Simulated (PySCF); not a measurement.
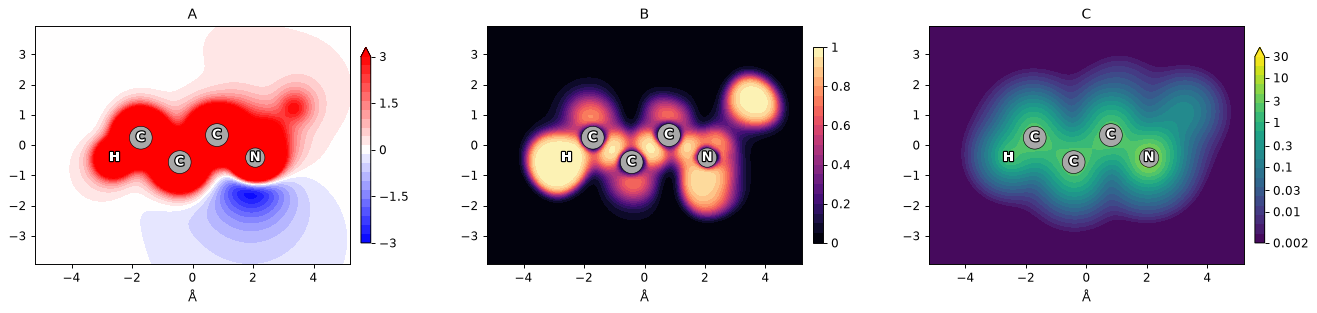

C$_{5}$H$_{11}$N: 3 fields on the plane of atoms C2, C3 and N6, with unlabelled colour scales. Grey discs cover the atomic cores.

Geometry: GFN2-xTB, NEB image 0 of 0 to 8.

Theory: PBE0/pcSseg-1, SCF density, gas phase, non-relativistic (PySCF).

### Match the panels to the quantities (electron density, electron localisation function and electrostatic potential).

Panel A: electrostatic potential (strongly positive close to the atoms, with negative regions outside electron-rich atoms). Panel B: electron localisation function. Panel C: electron density. From the grid: C–N (1.47 Å): ρ at the midpoint is about 1.9 e/Å³; the ELF peaks at about 0.90 between the atoms; localised, covalent bonding. C–C (1.52 Å): the density is about 1.7 e/Å³ at the midpoint; the ELF peaks at about 0.95 between the atoms: a shared electron pair.
